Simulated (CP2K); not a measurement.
# C2H8SSn (SMILES CC[S][SnH3]): GFN2-xTB

Aim: the energy difference between two shapes of C2H8SSn at GFN2-xTB, from 2 runs. Input form: an ASE script.

The results are computed with CP2K 2026.2.

3 further runs of the same task are left out: 1 that didn't finish, 2 set aside as unsound or not needed.

## Step 1: The structure to begin with

C2H8SSn: 12 atoms, total charge 0, spin state singlet. SMILES: `CC[S][SnH3]`. Geometry: a rough force-field guess. This is one conformer, not always the lowest.

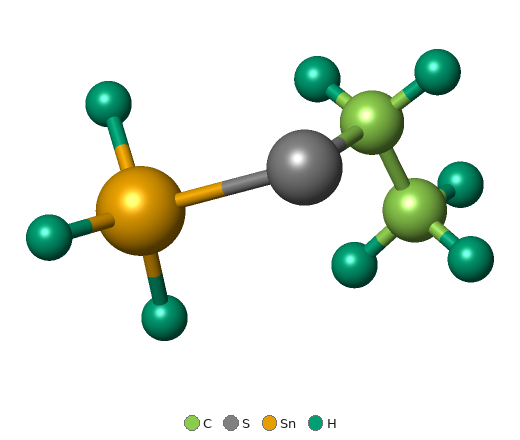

Viewed from a chosen angle; carbon green, sulfur grey, tin amber, hydrogen teal.

## Step 2: Energy and gradient at GFN2-xTB

Contents of job.py:

```python
import numpy as np
from ase import Atoms
from ase.calculators.cp2k import CP2K

atoms = Atoms(['C', 'C', 'S', 'Sn', 'H', 'H', 'H', 'H', 'H', 'H', 'H', 'H'],
              positions=[(-1.467200, 0.505100, 0.475200),
                         (-0.652400, -0.639300, 0.863000),
                         (1.001800, -0.087600, 1.292500),
                         (1.916600, 0.014100, -0.981000),
                         (-1.104900, 1.035300, -0.460700),
                         (-1.560000, 1.303800, 1.290800),
                         (-2.518800, 0.201800, 0.245900),
                         (-0.576400, -1.365900, 0.035900),
                         (-1.095600, -1.108600, 1.794900),
                         (3.577600, 0.253900, -0.947100),
                         (1.462900, -1.503600, -1.766300),
                         (1.093200, 1.335700, -1.809100)])
atoms.set_cell([22.1, 18.8, 19.6])
atoms.center()
template = """
&FORCE_EVAL
  METHOD Quickstep
  &DFT
    CHARGE 0
    MULTIPLICITY 1
    ! Quickstep
    &QS
      METHOD XTB
      EPS_DEFAULT 1.0E-10
      &XTB
        GFN_TYPE TBLITE
        &TBLITE
          METHOD GFN2
        &END TBLITE
        CHECK_ATOMIC_CHARGES F
      &END XTB
    &END QS
    &POISSON
      PERIODIC NONE
      POISSON_SOLVER ANALYTIC
    &END POISSON
    &SCF
      SCF_GUESS ATOMIC
      EPS_SCF 1.0E-06
      MAX_SCF 150
      ADDED_MOS 4
      &DIAGONALIZATION
        ALGORITHM STANDARD
      &END DIAGONALIZATION
      &MIXING
        METHOD DIRECT_P_MIXING
        ALPHA 0.4
      &END MIXING
      &SMEAR ON
        METHOD FERMI_DIRAC
        ELECTRONIC_TEMPERATURE [K] 300
      &END SMEAR
    &END SCF
    ! extra output
    &PRINT
      &MOMENTS
        PERIODIC F
        REFERENCE COM
        MAX_MOMENT 1
      &END MOMENTS
      &MO ON
        ENERGIES T
        OCCUPATION_NUMBERS T
        NDIGITS 6
        &EACH
          QS_SCF 0
        &END EACH
        ADD_LAST NUMERIC
      &END MO
      &HIRSHFELD OFF
      &END HIRSHFELD
    &END PRINT
  &END DFT
  ! structure
  &SUBSYS
  &END SUBSYS
&END FORCE_EVAL
"""
calculator = CP2K(command="cp2k.psmp -s", label="mol", inp=template, basis_set=None, basis_set_file=None, potential_file=None, pseudo_potential=None, xc=None, cutoff=None, max_scf=None, charge=None, uks=False,
            force_eval_method=None, print_level="LOW", poisson_solver=None, stress_tensor=False)
atoms.calc = calculator
print("E / eV:", round(atoms.get_potential_energy(), 6))
forces = atoms.get_forces()
print(np.array2string(forces, precision=5, suppress_small=True))
print("largest force / (eV/A): %.4f" % np.linalg.norm(forces, axis=1).max())
```

Started as:

```
OMP_NUM_THREADS=1 python job.py
```

Standard output:

```text
E / eV: -372.564879
[[-2.08512  2.70917 -0.7435 ]
 [-0.069   -1.30306  0.86599]
 [ 0.84963 -0.0753  -0.20611]
 [-0.67293 -0.02568  0.13997]
 [-0.17652 -0.60766  1.04776]
 [ 0.35386 -1.10771 -0.98633]
 [ 0.67827  0.07938  0.17251]
 [-0.14324  0.01285  0.51169]
 [ 0.65248  0.21887 -1.0178 ]
 [ 0.06066  0.01649 -0.04948]
 [ 0.17887  0.50681  0.17096]
 [ 0.37304 -0.42417  0.09434]]
largest force / (eV/A): 3.4986
```

mol.out, shortened:

```text
CP2K| version string:                                       CP2K version 2026.2
[...]
 GLOBAL| Method name                                                        CP2K
[...]
 GLOBAL| Run type                                                   ENERGY_FORCE
[...]
 *** WARNING in qs_kind_types.F:2330 :: Information provided in the input ***
 *** file regarding BASIS for KIND <C> will be ignored!                   ***
 *** WARNING in qs_kind_types.F:2330 :: Information provided in the input ***
 *** file regarding BASIS for KIND <S> will be ignored!                   ***
 *** WARNING in qs_kind_types.F:2330 :: Information provided in the input ***
 *** file regarding BASIS for KIND <Sn> will be ignored!                  ***
 *** WARNING in qs_kind_types.F:2330 :: Information provided in the input ***
 *** file regarding BASIS for KIND <H> will be ignored!                   ***
[...]
                             - Atoms:                                         12
[...]
                             - Spherical basis functions:                     34
[...]
 Number of electrons:                                                         26
[...]
  *** SCF run converged in    20 steps ***
[...]
  Fermi energy:                                                -0.28633158577540
[...]
 TB_DIPOLE| Moment [Debye]         -0.13661557      -0.07290562      -2.03303925
 TB_DIPOLE| Derivative [a.u.]       0.00000000       0.00000000       0.00000000
[...]
 ENERGY| Total FORCE_EVAL ( QS ) energy [hartree]            -13.691507955868502
[...]
```

Run time: 0.93 s. Hardware: 1 thread of Arm Neoverse V1, shared host.

## Step 3: The distorted shape

Contents of cp2k_ase.py:

```python
import numpy as np
from ase import Atoms
from ase.calculators.cp2k import CP2K

atoms = Atoms(['C', 'C', 'S', 'Sn', 'H', 'H', 'H', 'H', 'H', 'H', 'H', 'H'],
              positions=[(-1.495711, 0.627789, 0.415973),
                         (-0.523537, -0.547035, 0.839908),
                         (1.040063, -0.080706, 1.271308),
                         (1.844466, 0.102676, -0.983415),
                         (-1.026571, 0.953934, -0.487695),
                         (-1.614333, 1.196433, 1.232663),
                         (-2.564464, 0.163888, 0.265597),
                         (-0.753544, -1.371210, 0.097797),
                         (-1.114323, -1.194116, 1.802702),
                         (3.598585, 0.357185, -0.909326),
                         (1.659148, -1.518848, -1.748381),
                         (1.005633, 1.381597, -1.770343)])
atoms.set_cell([22.2, 18.9, 19.6])
atoms.center()
cp2k_input = """
&FORCE_EVAL
   METHOD Quickstep
   &DFT
      # Quickstep
      &QS
         METHOD XTB
         EPS_DEFAULT 1.0E-10
         &XTB
            GFN_TYPE TBLITE
            &TBLITE
               METHOD GFN2
            &END TBLITE
            CHECK_ATOMIC_CHARGES F
         &END XTB
      &END QS
      # no periodic images
      &POISSON
         PERIODIC NONE
         POISSON_SOLVER ANALYTIC
      &END POISSON
      &SCF
         SCF_GUESS ATOMIC
         EPS_SCF 1.0E-06
         MAX_SCF 150
         ADDED_MOS 4
         &DIAGONALIZATION
            ALGORITHM STANDARD
         &END DIAGONALIZATION
         &MIXING
            METHOD DIRECT_P_MIXING
            ALPHA 0.4
         &END MIXING
         &SMEAR ON
            METHOD FERMI_DIRAC
            ELECTRONIC_TEMPERATURE [K] 300
         &END SMEAR
      &END SCF
      &PRINT
         &MOMENTS
            PERIODIC F
            REFERENCE COM
            MAX_MOMENT 1
         &END MOMENTS
         &MO ON
            ENERGIES T
            OCCUPATION_NUMBERS T
            NDIGITS 6
            &EACH
               QS_SCF 0
            &END EACH
            ADD_LAST NUMERIC
         &END MO
         &HIRSHFELD OFF
         &END HIRSHFELD
      &END PRINT
   &END DFT
   &SUBSYS
   &END SUBSYS
&END FORCE_EVAL
"""
calc = CP2K(command="cp2k.psmp -s", label="calc", inp=cp2k_input, basis_set=None, basis_set_file=None, potential_file=None, pseudo_potential=None, xc=None, cutoff=None, max_scf=None, charge=None, uks=False,
            force_eval_method=None, print_level="LOW", poisson_solver=None, stress_tensor=False)
atoms.calc = calc
print("E / eV:", round(atoms.get_potential_energy(), 6))
forces = atoms.get_forces()
print(np.array2string(forces, precision=5, suppress_small=True))
print("largest force / (eV/A): %.4f" % np.linalg.norm(forces, axis=1).max())
```

Started as:

```
OMP_NUM_THREADS=1 python cp2k_ase.py
```

Standard output:

```text
E / eV: -371.386358
[[-0.69557 -4.71394 -1.22994]
 [-6.19845 -2.88613  0.9461 ]
 [ 1.91712  0.30909  0.42654]
 [ 1.01292 -0.56654 -0.13056]
 [-0.50393  0.95103 -0.26388]
 [ 0.04251  2.75786  2.19521]
 [ 1.94655  0.74612 -0.30753]
 [ 1.32586  0.75249  0.17601]
 [ 1.77177  1.99851 -1.7238 ]
 [-0.67053  0.05945 -0.10614]
 [-0.10658  0.74719  0.17281]
 [ 0.15835 -0.15515 -0.15483]]
largest force / (eV/A): 6.9026
```

calc.out, shortened:

```text
CP2K| version string:                                       CP2K version 2026.2
[...]
 GLOBAL| Method name                                                        CP2K
[...]
 GLOBAL| Run type                                                   ENERGY_FORCE
[...]
 *** WARNING in qs_kind_types.F:2330 :: Information provided in the input ***
 *** file regarding BASIS for KIND <C> will be ignored!                   ***
 *** WARNING in qs_kind_types.F:2330 :: Information provided in the input ***
 *** file regarding BASIS for KIND <S> will be ignored!                   ***
 *** WARNING in qs_kind_types.F:2330 :: Information provided in the input ***
 *** file regarding BASIS for KIND <Sn> will be ignored!                  ***
 *** WARNING in qs_kind_types.F:2330 :: Information provided in the input ***
 *** file regarding BASIS for KIND <H> will be ignored!                   ***
[...]
                             - Atoms:                                         12
[...]
                             - Spherical basis functions:                     34
[...]
 Number of electrons:                                                         26
[...]
  *** SCF run converged in    19 steps ***
[...]
  Fermi energy:                                                -0.29570080860845
[...]
 TB_DIPOLE| Moment [Debye]         -0.16431631       0.56831402      -2.21990542
 TB_DIPOLE| Derivative [a.u.]       0.00000000       0.00000000       0.00000000
[...]
 ENERGY| Total FORCE_EVAL ( QS ) energy [hartree]            -13.648198110462690
[...]
```

Run time: 0.91 s. Hardware: 1 thread of Arm Neoverse V1, shared host.

## Step 4: Results

At GFN2-xTB:

```
                                                  quantity         value
                                 first shape: total energy  -13.69151 Eh
    first shape: dipole moment (from atomic charges alone)        2.04 D
                                  first shape: HOMO energy     -10.03 eV
                                  first shape: LUMO energy      -6.90 eV
                                first shape: HOMO–LUMO gap       3.13 eV
                             distorted shape: total energy  -13.64820 Eh
distorted shape: dipole moment (from atomic charges alone)        2.30 D
                              distorted shape: HOMO energy     -10.16 eV
                              distorted shape: LUMO energy      -7.15 eV
                            distorted shape: HOMO–LUMO gap       3.01 eV
                    energy change with the atoms displaced      1.179 eV
```

With the atoms displaced the energy rises by 1.18 eV (27 kcal/mol). The first shape isn't relaxed at this level, so the change isn't measured from a minimum. The dipole (first shape) comes from point charges on the atoms alone, without atomic dipoles, so it is partial. The dipole (distorted shape) comes from point charges on the atoms alone, without atomic dipoles, so it is partial.
